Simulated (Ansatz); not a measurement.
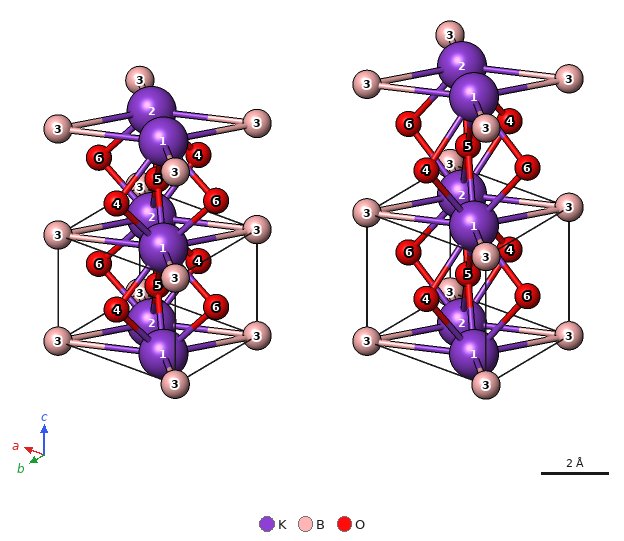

Two geometries of solid K2BO3 (a generated structure, set up in P6/mmm) (coarse preliminary run), drawn at one scale. One is the start of a relaxation, the other its converged end. The picture is a ball-and-stick view of the cell of the calculation, repeated 1 × 1 × 2 with one cell outlined, seen from a free direction.

These are results of Ansatz 0.2.0, DFT PBE, scalar-relativistic, plane waves, PAW, not measurements. Set-up: plane-wave cutoff 420 eV; k-point mesh 3 × 3 × 6; occupations gaussian; smearing width 0.1 eV; collinear spin; cell and atoms relaxed; force threshold 0.04 eV/Å; at most 70 steps.

> Which one is relaxed?

The right one is the relaxed one. The atoms keep their places relative to the cell (all moves are under 0.005 Å). The drawn cell changes as follows: a = b 5.984 → 6.077 Å (+1.5 %), c 3.294 → 3.987 Å (+21.0 %); the volume changes by +24.8 %. Among the contacts that change: K1–K1 3.294 → 3.987 Å, K1–O4 2.387 → 2.655 Å, K1–K2 3.455 → 3.508 Å, K1–B3 3.455 → 3.508 Å. Bond angles that change, for instance: K1–O5–K2 92.7° → 82.7°, K1–O5–K1 87.3° → 97.3°. The space group stays P6/mmm (No. 191). Over 7 accepted moves (10 points after the start) the energy falls by 199 meV per atom. All forces vanish by symmetry, so only the cell relaxes. Pressure: 11.08 GPa at the start and −0.01 GPa at the end. At 3 points the geometry stayed and the basis and grid were re-selected for the new cell (energy shift of 33.1 meV per atom at most each time).
